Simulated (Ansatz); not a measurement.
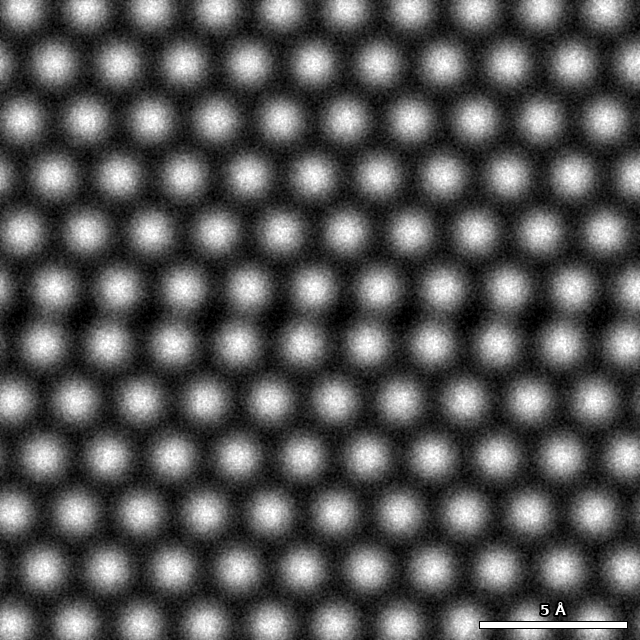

iDPC-like image of Fe (Im-3m, No. 229) along [111]. Simulated as the projected potential of neutral atoms (B = 0.3 Å²) blurred by a 1.11 Å probe, the thin-sample limit of integrated differential phase contrast. Shot noise was added.

One planar defect was built into the perfect crystal by geometry alone, without relaxation. Host structure: the input geometry of an electronic-structure calculation (not necessarily at equilibrium).

> Where does the periodic pattern break, and how?

A planar fault (a stacking fault) runs horizontally about 11 Å below the top edge. The part above it is shifted along the boundary by 2/3 of the 2.23 Å repeat of the rows (1.5 Å to the right, the same as 0.7 Å to the left); both parts keep the same orientation.
